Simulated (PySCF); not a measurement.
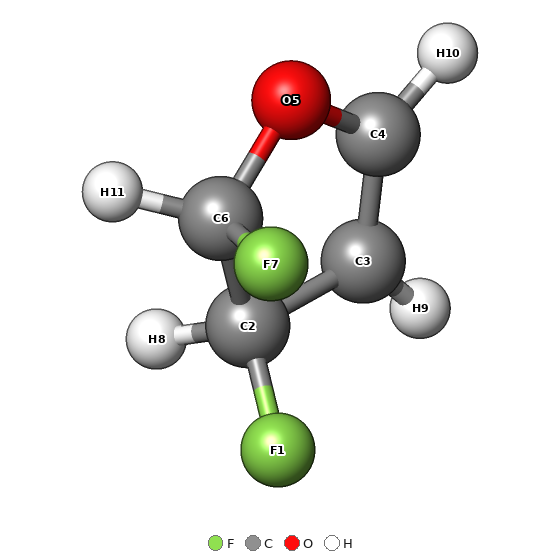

Geometry used (C₄H₄F₂O, SMILES F[C@@H]1C=CO[C@@H]1F).

GIAO shifts, PBE0/cc-pVTZ, PySCF, at a PBE0-D3(BJ)/def2-SVP geometry (no frequency check), against TMS for ¹³C and CFCl₃ for ¹⁹F computed at the same level (¹⁹F: this reference is a hard case for the method, so all values can be off together by tens of ppm, and differences between signals are safer). Gas phase, fully decoupled, line heights follow the number of nuclei, widths are arbitrary (no quadrupolar broadening); values of one conformer, averaged over methyl-type rotors and exact or near symmetry.

How many ¹³C lines appear, and where?

Answer. 4 signals.


```csv
δ (ppm),nuclei,atoms
154.9,1,C4
108.9,1,C6
104.2,1,C3
93.5,1,C2
```

How many ¹⁹F lines appear, and where?

Answer. 2 signals.


```csv
δ (ppm),nuclei,atoms
−157.7,1,F7
−222.2,1,F1
```

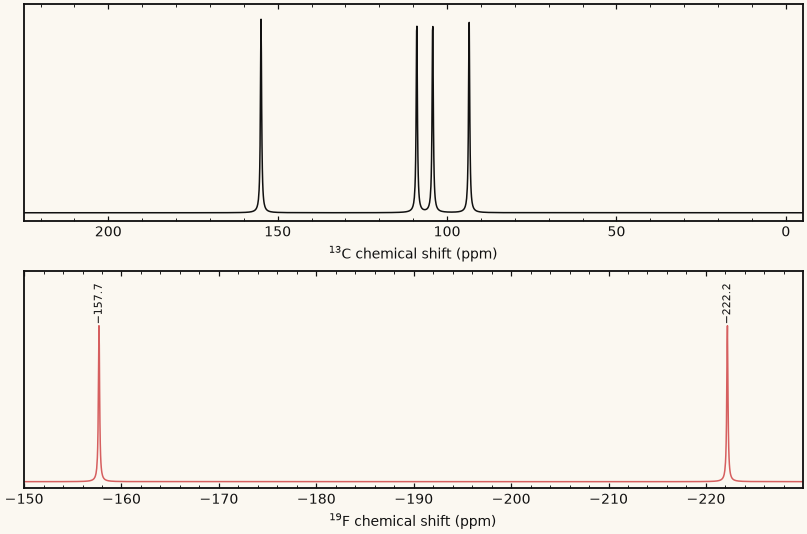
